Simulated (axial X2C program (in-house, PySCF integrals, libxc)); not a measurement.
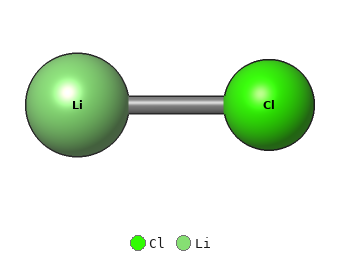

Figure 1. The molecule at the reference distance of 2.021 Å.

# Run report: ClLi, relativistic diatomic calculation

System: ClLi. The reference is closed-shell ClLi; the roots are vertical excitation energies. The distance is the PBE0 minimum at charge 0.
Method: EOM-EE-CCSD, two-component X2C with atomic mean-field Coulomb and Gaunt terms, Cl dyall-av3z, Li dyall-acv3z (cores contracted) (axial X2C program (in-house, PySCF integrals, libxc)).

### The input
```
{"zs": [17, 3], "q": 0, "bas": ["dyall-av3z", "dyall-acv3z"], "r0": 2.32, "eom": "ee", "thr": -2.0, "nmax": 88}
```

The line is the task of a batch: nuclear charges, charge, bases, a first guess of the distance and further settings. This report covers the levels named above. The log is that of the reference distance 2.021 Å.

Hardware: 1 thread of Arm Neoverse V2, 24 GiB of memory available, shared host.

Launched within a batch (the task file carries these settings):
```bash
python <driver script> task.json out
```

### Log
```
two-component X2C + atomic mean field  HF
basis functions 113  fitting functions 511  grid points 4361
iter        total energy     max residual
   1       -468.386836670     1.26e-01
   2       -468.393847985     5.13e-03
   3       -468.393974089     1.61e-03
   4       -468.393979861     4.12e-04
   5       -468.393980319     5.15e-05
   6       -468.393980340     1.67e-05
   7       -468.393980341     2.75e-06
   8       -468.393980341     8.80e-07
converged
one-electron -675.40444856  Coulomb 223.31948349  exact exchange -29.58710070  xc functional 0.00000000  nuclear repulsion 13.35380394  atomic mean-field constant -0.07571850
correlated 8  virtual 188  natural virtual 88  E(MP2) -0.208912273  MP2 remainder -0.007460976
iter   CCSD correlation   residual
   1     -0.214091472   6.69e-02
   2     -0.218005148   1.89e-02
   3     -0.218261011   4.96e-03
   4     -0.218238693   1.67e-03
   5     -0.218238767   5.82e-04
   6     -0.218240702   2.36e-04
   7     -0.218240514   7.51e-05
   8     -0.218240744   2.28e-05
   9     -0.218240813   8.83e-06
  10     -0.218240719   3.19e-06
  11     -0.218240697   1.16e-06
  12     -0.218240688   4.08e-07
(T) -0.008399488738145161  T1 0.0072  D1 0.0080  max T2 0.049
EOM-EE-CCSD roots
2*Omega      energy/Eh   energy/eV  one-particle weight
    0       0.19801893      5.3884      0.943
    0       0.19806164      5.3895      0.943
    0       0.21662756      5.8947      0.944
    0       0.22218252      6.0459      0.939
    0       0.25266007      6.8752      0.948
    2       0.19627064      5.3408      0.943
    2       0.19975595      5.4356      0.941
    2       0.21664126      5.8951      0.944
    2       0.25265060      6.8750      0.948
    4       0.19553572      5.3208      0.943
    4       0.25653313      6.9806      0.945
    4       0.26006757      7.0768      0.942
    6       0.25585221      6.9621      0.946
```

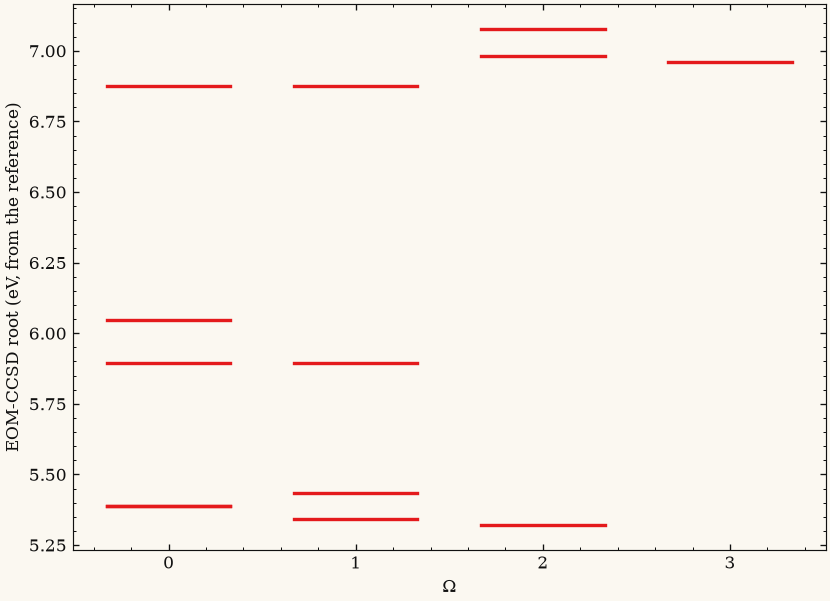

Figure 2. EOM-CCSD roots by Ω at 2.02 Å. The lowest has Ω = 2 and lies at 5.321 eV, with one-particle weight 0.94.

### Summary

| quantity | value |
| --- | --- |
| outcome | converged |
| HF energy of the reference ClLi | −468.39398 hartree |
| MP2 energy of the reference ClLi | −468.60289 hartree |
| CCSD energy of the reference ClLi (with the MP2 share of the virtual spinors left out of the coupled-cluster step) | −468.61968 hartree |
| CCSD(T) energy of the reference ClLi | −468.62808 hartree |
| T1 diagnostic (spinor form; for a closed shell √2 times the usual value) | 0.007 |
| wall time | 13 s |
| peak memory | 0.54 GiB |
